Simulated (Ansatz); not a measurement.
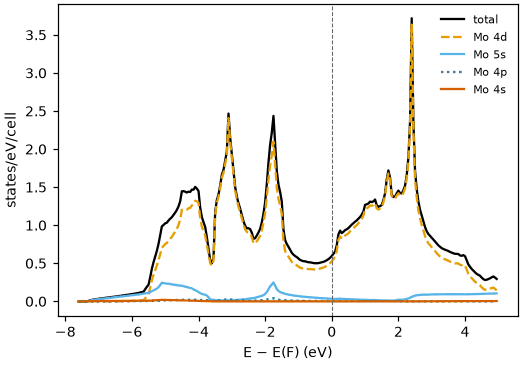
*Total and projected density of states of Mo (bcc (W type), Im-3m), DFT-PBE+D3(BJ) in the program Ansatz with PAW potentials*

Q: Which orbitals carry the states next to the Fermi level?

A: Within 0.5 eV of the Fermi level: Mo 4d 89 %, Mo 5s 5 %. Projections are on Löwdin-orthogonalised atomic valence shells; empty p or d shells of many metals are not among them.

Q: Where is the tallest occupied peak in this window, and what makes it?

A: Near -3.1 eV, about 2.5 states/eV per cell; the largest projected share is Mo 4d.

Symmetry was held in the PBE+D3(BJ) relaxation. No spin polarisation was allowed. The pairwise dispersion correction was not fitted to metals. Scalar-relativistic: spin–orbit coupling is off unless named, which matters more the heavier the elements.

Potentials: the later of the program's two PAW sets.
